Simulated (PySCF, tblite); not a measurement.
**C4H13BN2Si: geometry, infrared bands and NMR shifts**

Aim: predict the infrared bands and NMR shifts of C4H13BN2Si (`C=CCB(C)N[SiH2]N`).

The runs use tblite 0.8.0 and PySCF 2.14.0, with density-fitted response routines of our own; the level of theory stands in each step. All values are computed, except where a source is named. Atoms are numbered from 0 throughout.

## 1. Starting geometry

21 atoms, charge 0, multiplicity 1; geometry from: force field or distance geometry start.

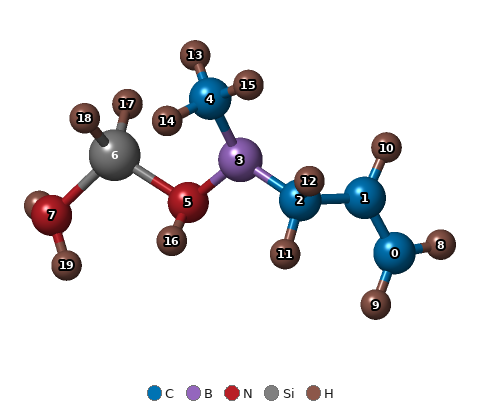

The starting geometry (carbon blue, boron purple, nitrogen red, silicon grey, hydrogen brown), atoms numbered.

## 2. Relaxing the molecule with GFN2-xTB

Job settings and geometry (Å):

```
{"job": {"kind": "relax", "xc": "GFN2-xTB", "basis": "xTB"}, "charge": 0, "multiplicity": 1}
C     -3.316000     1.300400    -0.484700
C     -2.669400     0.150000    -0.521400
C     -1.684100    -0.266400     0.545800
B     -0.238700    -0.497700    -0.052000
C      0.333900    -1.983300     0.175600
N      0.761200     0.626800     0.150100
Si     2.429100     0.143200    -0.242700
N      3.513700     1.442900     0.365700
H     -3.999700     1.480500    -1.310000
H     -3.207200     2.035000     0.315300
H     -2.834400    -0.554900    -1.344500
H     -1.646400     0.517400     1.336400
H     -2.050600    -1.175400     1.103300
H      0.941700    -2.307600    -0.690400
H      0.903500    -1.946400     1.136500
H     -0.526800    -2.661600     0.400000
H      0.752300     0.865300     1.183600
H      2.650000    -0.081600    -1.683100
H      2.839600    -1.092000     0.432300
H      3.004200     2.153300     0.931300
H      4.035000     1.869000    -0.438200
```

Started as:

```console
> OMP_NUM_THREADS=1 python probes_run.py task.json out
```

This one command runs all jobs of the session in turn.

Log:

```text
step      E/eV     max force
  0    -652.12053    2.847
  1    -652.50154    2.079
  2    -652.83264    1.302
  3    -652.92561    0.941
  4    -653.04500    1.072
  5    -653.12865    0.904
  6    -653.31198    1.387
  7    -653.42284    1.136
  8    -653.52571    0.740
  9    -653.59555    0.595
 10    -653.63458    1.111
 11    -653.67739    1.040
 12    -653.71649    0.423
 13    -653.74208    0.311
 14    -653.75783    0.442
 15    -653.79030    0.587
 16    -653.81435    0.340
 17    -653.82595    0.237
 18    -653.83260    0.225
 19    -653.84047    0.288
 20    -653.84917    0.302
 21    -653.85805    0.257
 22    -653.86674    0.224
 23    -653.87795    0.384
 24    -653.89364    0.487
 25    -653.91367    0.414
 26    -653.93310    0.343
 27    -653.94921    0.247
 28    -653.96186    0.275
 29    -653.96867    0.286
 30    -653.97395    0.489
 31    -653.98009    0.172
 32    -653.98341    0.109
 33    -653.98570    0.133
 34    -653.98728    0.090
 35    -653.98813    0.050
 36    -653.98869    0.049
 37    -653.98923    0.062
 38    -653.98981    0.057
 39    -653.99044    0.060
 40    -653.99114    0.057
 41    -653.99187    0.065
 42    -653.99256    0.062
 43    -653.99319    0.053
 44    -653.99378    0.067
 45    -653.99442    0.087
 46    -653.99512    0.084
 47    -653.99579    0.055
 48    -653.99642    0.056
 49    -653.99710    0.063
 50    -653.99785    0.093
 51    -653.99857    0.081
 52    -653.99910    0.058
 53    -653.99952    0.050
 54    -653.99998    0.061
 55    -654.00067    0.088
 56    -654.00166    0.095
 57    -654.00268    0.091
 58    -654.00348    0.068
 59    -654.00418    0.072
 60    -654.00493    0.067
 61    -654.00604    0.090
 62    -654.00735    0.101
 63    -654.00853    0.070
 64    -654.00942    0.063
 65    -654.01006    0.057
 66    -654.01052    0.053
 67    -654.01100    0.047
 68    -654.01149    0.046
 69    -654.01188    0.060
 70    -654.01242    0.066
 71    -654.01294    0.053
 72    -654.01338    0.045
 73    -654.01372    0.039
 74    -654.01402    0.047
 75    -654.01430    0.039
 76    -654.01451    0.036
 77    -654.01468    0.033
 78    -654.01487    0.038
 79    -654.01511    0.040
 80    -654.01537    0.036
 81    -654.01564    0.042
 82    -654.01587    0.035
 83    -654.01608    0.029
 84    -654.01626    0.033
 85    -654.01642    0.033
 86    -654.01662    0.033
 87    -654.01691    0.046
 88    -654.01726    0.048
 89    -654.01757    0.034
 90    -654.01778    0.032
 91    -654.01795    0.031
 92    -654.01808    0.032
 93    -654.01818    0.020
 94    -654.01826    0.018
 95    -654.01833    0.020
 96    -654.01841    0.022
 97    -654.01850    0.018
 98    -654.01855    0.014
 99    -654.01858    0.014
100    -654.01860    0.013
101    -654.01863    0.012
102    -654.01866    0.009
```

Run time: 1.4 s. Hardware: 1 thread of Arm Neoverse N1, shared host.

The steps of the relaxation: (not every step is listed)

| step | energy from step 0 (eV) | largest force (eV/Å) |
| --- | --- | --- |
| 0 | 0.0000 | 2.8469 |
| 1 | -0.3810 | 2.0793 |
| 2 | -0.7121 | 1.3019 |
| 3 | -0.8051 | 0.9407 |
| 4 | -0.9245 | 1.0718 |
| 5 | -1.0081 | 0.9041 |
| 6 | -1.1914 | 1.3870 |
| 7 | -1.3023 | 1.1360 |
| 8 | -1.4052 | 0.7403 |
| 16 | -1.6938 | 0.3395 |
| 24 | -1.7731 | 0.4867 |
| 32 | -1.8629 | 0.1092 |
| 40 | -1.8706 | 0.0566 |
| 48 | -1.8759 | 0.0556 |
| 56 | -1.8811 | 0.0953 |
| 64 | -1.8889 | 0.0629 |
| 72 | -1.8928 | 0.0450 |
| 80 | -1.8948 | 0.0356 |
| 88 | -1.8967 | 0.0483 |
| 96 | -1.8979 | 0.0215 |
| 97 | -1.8980 | 0.0181 |
| 98 | -1.8980 | 0.0145 |
| 99 | -1.8981 | 0.0145 |
| 100 | -1.8981 | 0.0135 |
| 101 | -1.8981 | 0.0121 |
| 102 | -1.8981 | 0.0086 |

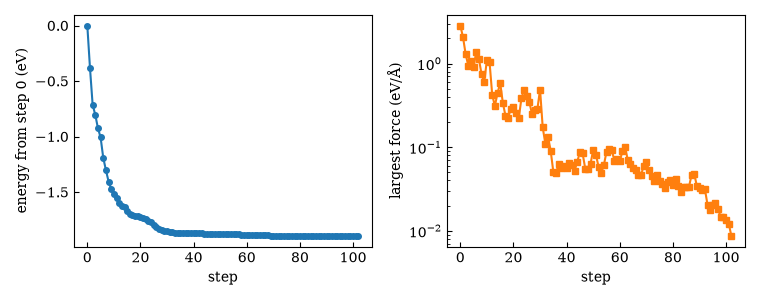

Energy and largest force along the relaxation.

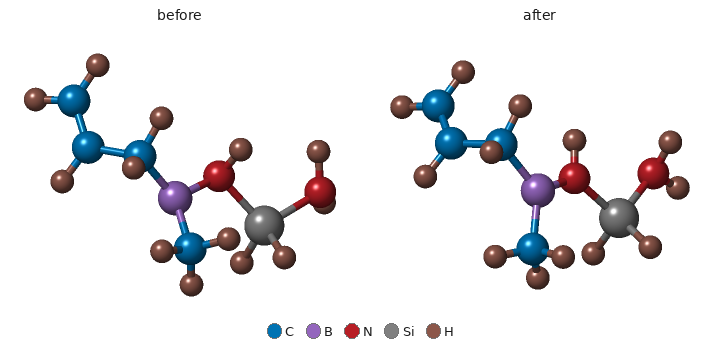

Before and after, at one scale.

Distances of close pairs at the start and the end, largest changes first:

```
  bond  before (Å)  after (Å)  change (Å)
 B3–N5       1.518      1.396      -0.122
Si6–N7       1.799      1.726      -0.073
N5–H16       1.061      1.011      -0.050
N7–H20       1.049      1.006      -0.042
N5–Si6       1.780      1.741      -0.040
C2–H12       1.128      1.092      -0.035
N7–H19       1.041      1.008      -0.033
C4–H15       1.119      1.088      -0.031
```

The next job starts from the end point, and lists it.

## 3. Infrared spectrum with GFN2-xTB

Job settings and geometry (Å):

```
{"job": {"kind": "ir", "xc": "GFN2-xTB", "basis": "xTB"}, "charge": 0, "multiplicity": 1}
C     -2.907113     1.284271    -0.615661
C     -2.508993     0.070923    -0.276144
C     -1.672730    -0.253919     0.919329
B     -0.204953    -0.668847     0.420142
C      0.124152    -2.170886     0.038099
N      0.777880     0.317217     0.315932
Si     2.436285     0.218934    -0.204060
N      3.021329     1.818883     0.070581
H     -3.494150     1.467944    -1.499837
H     -2.668971     2.148551    -0.016374
H     -2.766018    -0.773905    -0.902782
H     -1.647481     0.612821     1.583396
H     -2.143639    -1.078312     1.459249
H      0.794810    -2.236781    -0.815529
H      0.626896    -2.666936     0.867836
H     -0.764661    -2.756623    -0.186002
H      0.483866     1.258681     0.536705
H      2.561078    -0.002406    -1.646109
H      3.097047    -0.847319     0.563746
H      2.915515     2.223559     0.987878
H      3.930930     2.051092    -0.291462
```

Log:

```text
mode    cm-1     km/mol
  1       7.5      0.41
  2      51.1      0.45
  3      56.5      0.56
  4      68.2      0.23
  5     100.5      0.40
  6     133.9      0.40
  7     182.6      1.53
  8     206.7      3.03
  9     232.0     10.19
 10     286.7      6.69
 11     369.3      1.72
 12     427.3      2.45
 13     438.5      0.20
 14     528.7     49.48
 15     565.0    225.36
 16     576.2     45.23
 17     607.4     24.94
 18     653.9     85.70
 19     703.2     41.28
 20     734.8    188.54
 21     797.6    116.13
 22     806.1     24.52
 23     834.7     19.69
 24     847.6    196.81
 25     864.0     54.47
 26     879.7     38.82
 27     892.0    167.63
 28     933.7     70.33
 29     952.3     18.24
 30    1021.0     11.34
 31    1055.1     13.74
 32    1086.5    117.67
 33    1176.5     72.26
 34    1223.4     29.30
 35    1261.6     83.31
 36    1298.8      5.24
 37    1383.3    616.32
 38    1392.4     32.15
 39    1419.1     10.73
 40    1485.9      1.50
 41    1499.2      1.03
 42    1503.7      1.26
 43    1534.2     49.00
 44    1709.7     37.61
 45    2172.2    393.08
 46    2238.2    236.91
 47    2963.9     49.68
 48    2973.7     44.18
 49    3004.6     36.37
 50    3028.5     60.24
 51    3034.3     18.66
 52    3047.4     56.62
 53    3090.7     32.20
 54    3114.8     75.58
 55    3425.6      3.46
 56    3472.1      4.06
 57    3517.4      0.99
```

Wall time 1.5 s (1 thread of Arm Neoverse N1, shared host).

The strongest bands and the atoms that carry them (share of the mass-weighted mode):

| cm⁻¹ | km/mol | atoms |
| --- | --- | --- |
| 565 | 225.4 | H20 22 %, H17 21 %, H18 19 %, H19 13 % |
| 735 | 188.5 | H18 49 %, H17 24 % |
| 848 | 196.8 | H14 15 %, H19 14 % |
| 892 | 167.6 | N7 43 %, Si6 33 % |
| 1086 | 117.7 | B3 49 %, H16 20 % |
| 1383 | 616.3 | B3 53 %, N5 37 % |
| 2172 | 393.1 | H18 91 % |
| 2238 | 236.9 | H17 92 % |

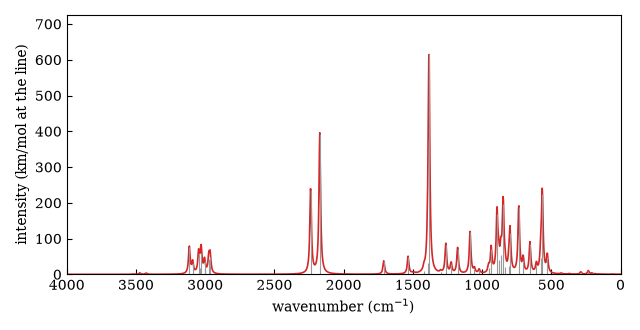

The infrared spectrum from these modes, unscaled. Lines are broadened to a width of 14 cm⁻¹ (Lorentzian).

## 4. Nuclear shieldings: PBE0/pcSseg-1

Same as in step 3 but for these lines:

```diff
@@ -1,2 +1,2 @@
-{"job": {"kind": "ir", "xc": "GFN2-xTB", "basis": "xTB"}, "charge": 0, "multiplicity": 1}
+{"job": {"kind": "nmr", "xc": "PBE0", "basis": "pcSseg-1"}, "charge": 0, "multiplicity": 1}
 C     -2.907113     1.284271    -0.615661
```

With the program's defaults for keys left out, this is: GIAO PBE0/pcSseg-1 NMR shielding, non-relativistic, gas phase.

Log:

```text
coarse grid: 17240 points
cycle   1  E = -583.5001548959  dE =  7.184e-01  |g| = 6.776e-01  |ddm| = 3.969e+00
cycle   2  E = -583.4575917696  dE =  4.256e-02  |g| = 8.145e-01  |ddm| = 1.228e+00
cycle   3  E = -583.6087884381  dE = -1.512e-01  |g| = 8.066e-02  |ddm| = 7.202e-01
cycle   4  E = -583.6100847764  dE = -1.296e-03  |g| = 3.118e-02  |ddm| = 8.590e-02
cycle   5  E = -583.6103083561  dE = -2.236e-04  |g| = 6.075e-03  |ddm| = 2.487e-02
cycle   6  E = -583.6103151397  dE = -6.784e-06  |g| = 2.705e-03  |ddm| = 6.555e-03
final grid: 159792 points
cycle   7  E = -583.6491532665  dE = -4.052e-05  |g| = 1.040e-02  |ddm| = 2.900e-02
cycle   8  E = -583.6491398329  dE =  1.343e-05  |g| = 1.314e-02  |ddm| = 1.824e-02
cycle   9  E = -583.6491780295  dE = -3.820e-05  |g| = 1.109e-03  |ddm| = 1.028e-02
cycle  10  E = -583.6491783101  dE = -2.807e-07  |g| = 2.105e-04  |ddm| = 9.720e-04
cycle  11  E = -583.6491783177  dE = -7.594e-09  |g| = 1.166e-04  |ddm| = 2.250e-04
cycle  12  E = -583.6491783210  dE = -3.271e-09  |g| = 2.437e-05  |ddm| = 1.074e-04
cycle  13  E = -583.6491783212  dE = -1.439e-10  |g| = 4.394e-06  |ddm| = 2.668e-05
converged SCF energy = -583.6491783212

GIAO shielding tensors (ppm)
atom      isotropic    diamagn.    paramagn.     s11        s22        s33       span
  0 C       69.029     254.622    -185.593    -39.972     92.117    154.942    194.913
  1 C       42.127     258.382    -216.255    -81.520     44.202    163.700    245.220
  2 C      147.211     252.492    -105.281    129.077    155.394    157.163     28.086
  3 B       53.061     191.850    -138.789     18.432     28.027    112.725     94.293
  4 C      182.008     254.805     -72.797    174.963    178.980    192.080     17.118
  5 N      151.756     326.957    -175.201     65.225    184.656    205.386    140.161
  6 Si     384.517     880.650    -496.133    361.032    369.232    423.288     62.256
  7 N      256.559     315.271     -58.712    217.661    260.093    291.923     74.263
  8 H       26.642      29.377      -2.735     23.700     25.503     30.723      7.023
  9 H       26.450      32.707      -6.257     22.999     25.989     30.362      7.364
 10 H       25.453      32.188      -6.735     22.731     24.685     28.942      6.211
 11 H       30.120      34.268      -4.147     27.988     29.180     33.193      5.206
 12 H       29.591      31.689      -2.098     27.065     28.269     33.439      6.375
 13 H       31.447      33.187      -1.741     26.878     30.694     36.768      9.891
 14 H       31.229      31.259      -0.029     27.237     29.244     37.208      9.971
 15 H       31.075      32.227      -1.152     26.944     29.688     36.594      9.650
 16 H       28.191      37.257      -9.067     21.812     29.998     32.763     10.951
 17 H       26.596      30.628      -4.032     23.133     25.287     31.368      8.235
 18 H       26.273      30.263      -3.991     22.218     25.960     30.639      8.421
 19 H       31.564      31.174       0.390     24.225     28.801     41.665     17.441
 20 H       31.609      27.746       3.863     24.167     26.732     43.929     19.762
```

Run time: 73 s. Hardware: 1 thread of Arm Neoverse N1, shared host; peak memory 1 GiB.

Shifts follow as δ = σ(reference) − σ, with reference shieldings (ppm) from runs at the same level and on the same kind of geometry: 1H TMS 31.72, 13C TMS 186.9, 29Si TMS 349.2, 15N NH3 267.7, 11B BF3·OEt2 100.1. The references are single molecules in the gas phase, so shifts against H2O, NH3, PH3, H3PO4 or CFCl3 are not on the usual liquid scales and can be off by tens of ppm. Atoms listed in one row are averaged.

```csv
atoms,environment,σ (ppm),δ (ppm),δ scaled to CDCl3
C1,alkene CH,42.1,144.8,139.4
C0,terminal =CH2 carbon,69.0,117.9,113.2
C2,allylic sp3 CH2 bonded to B,147.2,39.7,36.8
C4,methyl carbon bonded to B,182.0,4.9,2.9
H10,hydrogen on an alkene CH,25.45,6.26,6.01
"H17, H18",hydrogen on a silicon bonded to 2 N,26.43,5.28,–
H9,hydrogen on a terminal =CH2 carbon,26.45,5.27,5.07
H8,hydrogen on a terminal =CH2 carbon,26.64,5.07,4.89
H16,"hydrogen on a nitrogen bonded to B, Si",28.19,3.53,–
"H11, H12",hydrogen on an allylic sp3 CH2 bonded to B,29.86,1.86,1.86
"H13, H14, H15",hydrogen on a methyl carbon bonded to B,31.25,0.47,0.55
"H19, H20",hydrogen on a nitrogen bonded to Si,31.59,0.13,–
B3,"boron bonded to 2 C, N",53.1,47.0,–
N5,"nitrogen bonded to B, Si, H",151.8,116.0,–
N7,"nitrogen bonded to Si, 2 H",256.6,11.2,–
Si6,"silicon bonded to 2 N, 2 H",384.5,-35.4,–
```

The scaled column applies a straight-line fit of computed shieldings to shifts measured in CDCl3 (root-mean-square error 0.16 ppm for H, 1.9 ppm for C).

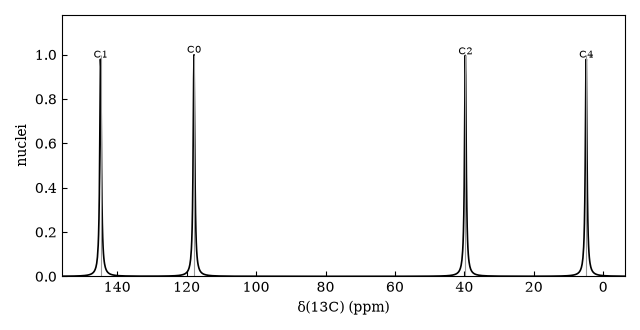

13C lines at the computed shifts, without couplings. Lines are broadened to a width of 0.56 ppm (Lorentzian).

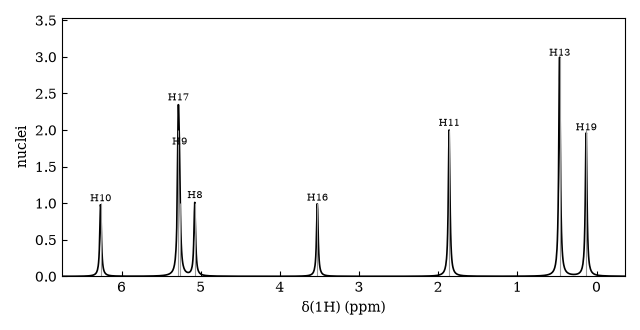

1H lines at the computed shifts, without couplings. Lines are broadened to a width of 0.02 ppm (Lorentzian).

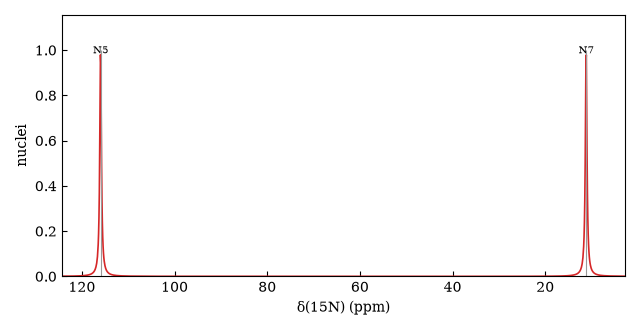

15N lines at the computed shifts, without couplings. Lines are broadened to a width of 0.42 ppm (Lorentzian).

The run also stored atomic charges by several schemes (e):

| atoms | Mulliken | IAO | Hirshfeld | ESP fit |
| --- | --- | --- | --- | --- |
| C0 | -0.17 | -0.34 | -0.12 | -0.59 |
| C1 | -0.28 | -0.11 | -0.03 | 0.08 |
| C2 | -0.36 | -0.41 | -0.14 | -0.51 |
| B3 | 0.53 | 0.30 | 0.19 | 0.60 |
| C4 | -0.54 | -0.58 | -0.20 | -0.63 |
| N5 | -0.65 | -0.66 | -0.27 | -0.75 |
| Si6 | 0.82 | 1.03 | 0.41 | 0.79 |
| N7 | -0.64 | -0.84 | -0.32 | -1.04 |

ESP fit charges:

C0 -0.59; C1 0.08; C2 -0.51; B3 0.60; C4 -0.63; N5 -0.75; Si6 0.79; N7 -1.04; H8 0.20; H9 0.22; H10 0.11; H11 0.12; H12 0.14; H13 0.13; H14 0.15; H15 0.14; H16 0.36; H17 -0.12; H18 -0.17; H19 0.38; H20 0.39

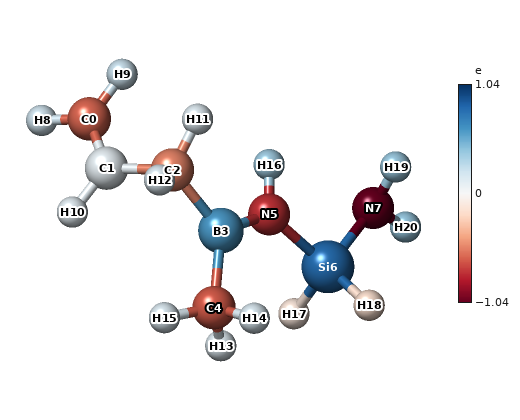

ESP fit charges, as colours on the atoms.

Mayer bond orders: C0–C1 1.98, C1–C2 1.04, C2–B3 0.91, B3–C4 1.02, B3–N5 1.29, N5–Si6 0.91, Si6–N7 1.04.

## 5. What came out

| quantity | value |
| --- | --- |
| strongest single infrared mode (GFN2-xTB) | 1383 cm⁻¹, 616 km/mol |
| zero-point energy (GFN2-xTB) | 105.6 kcal/mol |
| 13C shifts against TMS (PBE0/pcSseg-1) | 144.8, 117.9, 39.7, 4.9 ppm |
| 1H shifts against TMS (PBE0/pcSseg-1, means over atoms taken as alike) | 6.26, 5.28, 5.27, 5.07, 3.53, 1.86, 0.47, 0.13 ppm |
| 11B shifts against BF3·OEt2 (PBE0/pcSseg-1) | 47.0 ppm |
| 15N shifts against NH3 (PBE0/pcSseg-1) | 116.0, 11.2 ppm |
| 29Si shifts against TMS (PBE0/pcSseg-1) | -35.4 ppm |

**Reading.** The optimisation took 102 steps and gained 1.898 eV; among the close pairs (by a distance rule), B3–N5 changed most, from 1.518 to 1.396 Å. No mode is imaginary among the 57: a minimum at this level. The strongest single mode, at 1383 cm⁻¹, moves mainly B3 and N5. GFN2-xTB is a fitted tight-binding method: band positions and strengths are rough. Its intensities can rank the bands wrongly. C1 (alkene CH) lies farthest downfield among carbon, at 144.8 ppm; as expected for a trigonal carbon in a double bond. The most deshielded hydrogen is H10 (hydrogen on an alkene CH), at 6.26 ppm: a vinylic proton, deshielded by the sp2 carbon and the C=C anisotropy. At PBE0/pcSseg-1: The widest tensor belongs to C1: span 245 ppm, with a paramagnetic part of -216 ppm.
